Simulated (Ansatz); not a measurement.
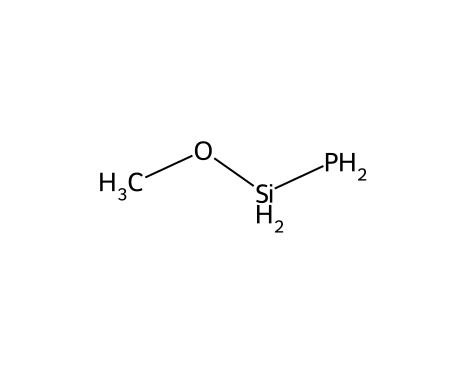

The computed structure is the end point of a PBE0-D4/def2-TZVP optimisation. No frequency run is at hand to confirm it as a minimum. Properties computed with RKS PBE0-D4/def2-TZVPP (Ansatz 0.2.0).

### What is the HOMO energy (Kohn–Sham orbital)?

−7.39 eV.

### Estimate the dispersion correction.

−19.0 kJ/mol.

### Estimate the LUMO energy (Kohn–Sham orbital).

0.17 eV.
